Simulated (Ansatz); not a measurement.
HfO2: response to strain

Base system: HfO₂ (space group P4_2/nmc, No. 137; a = 3.567 Å, c = 5.166 Å). Axes: x, y, z lie along a, b, c of the conventional cell.

Strains are applied to the cell and any free atomic positions relax; under biaxial strain the out-of-plane vector relaxes too.

Calculations: PBEsol (Ansatz, a program for electronic structure, PAW, without spin-orbit coupling).

Notes on the quantities. pressure: mean of the normal stresses, compression positive.

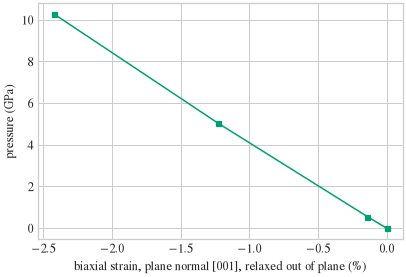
Figure. Pressure against biaxial strain, plane normal [001], relaxed out of plane

From the plot, what is the pressure for biaxial strain −2.42 %, plane normal [001], relaxed out of plane?

About 10.3 GPa.

Is the trend monotonic over the range shown?

Yes, it falls throughout, spanning 0.00 GPa to 10.27 GPa.

Whether these cells are dynamically stable was not tested. This is not the structure that HfO2 has at room temperature and ambient pressure.
